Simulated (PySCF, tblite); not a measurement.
# C₇H₈NO radical: geometry, infrared bands and EPR parameters

Aim: predict the infrared bands and EPR parameters of C₇H₈NO radical (`C=[C]C(=O)NCC#CC`).

The runs use tblite 0.8.0 and PySCF 2.14.0, with density-fitted response routines of our own; the level of theory stands in each step. All values are computed, except where a source is named. Atoms are numbered from 0 throughout.

## Step 1: The starting structure

17 atoms, charge 0, multiplicity 2; geometry from: force field or distance geometry start.

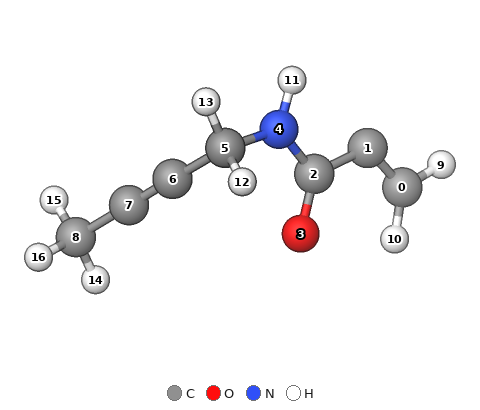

As it starts; carbon grey, oxygen red, nitrogen blue, hydrogen white, atoms numbered.

## Step 2: Relaxing the molecule with GFN2-xTB

The job: settings as JSON, then the geometry in Å.

```
{"job": {"kind": "relax", "xc": "GFN2-xTB", "basis": "xTB"}, "charge": 0, "multiplicity": 2}
C     -3.578900     0.486800    -1.033000
C     -2.825700    -0.479600    -0.562000
C     -1.592200    -0.157500     0.183400
O     -1.231600     1.039600     0.376300
N     -0.827900    -1.236900     0.673800
C      0.404200    -1.066400     1.408800
C      1.423400    -0.340900     0.635300
C      2.266000     0.270600     0.013900
C      3.295800     1.013000    -0.735100
H     -4.485000     0.167400    -1.562900
H     -3.358500     1.536200    -0.910600
H     -1.167800    -2.210100     0.479900
H      0.214200    -0.523200     2.388100
H      0.792400    -2.099900     1.608400
H      2.880300     1.995200    -1.045600
H      3.605800     0.362700    -1.548900
H      4.178500     1.255000    -0.080900
```

Run with:

```console
OMP_NUM_THREADS=1 python probes_run.py task.json out
```

The driver reads the jobs from task.json and runs them one after another.

**Question.** This job is followed by: GFN2-xTB harmonic vibrations, gas phase; UKS B3LYP, pcH-1 on C H N O, non-relativistic, mean-field spin-orbit, GIAO. Predict these results of the whole session: strongest single infrared mode (GFN2-xTB); zero-point energy (GFN2-xTB); g(iso) (B3LYP); ⟨S²⟩; largest a(iso) (averaged by class); surface potential, least and greatest.

**Answer**, as computed:

| quantity | value |
| --- | --- |
| strongest single infrared mode (GFN2-xTB) | 1610 cm⁻¹, 351 km/mol |
| zero-point energy (GFN2-xTB) | 79.2 kcal/mol |
| g(iso) (B3LYP) | 2.00308 |
| ⟨S²⟩ | 0.760 (exact 0.75) |
| largest a(iso) (averaged by class) | 1H on H10, 177.2 MHz |
| surface potential, least and greatest | -2.00 V and 1.80 V |

**Reading.** Over 120 steps the energy fell by 0.828 eV; of the close pairs, C1–C2 changed most, 1.477 to 1.406 Å. The lowest mode is slightly imaginary (10i cm⁻¹), a soft motion within the noise of the Hessian, so the minimum is not strictly shown. The strongest single mode, at 1610 cm⁻¹, moves mainly C2 and O3. GFN2-xTB is a fitted tight-binding method: band positions and strengths are rough. Its intensities can rank the bands wrongly. Most of the unpaired spin sits on C1 (0.87 e). The isotropic g lies 0.8 ppt above the free-electron value.
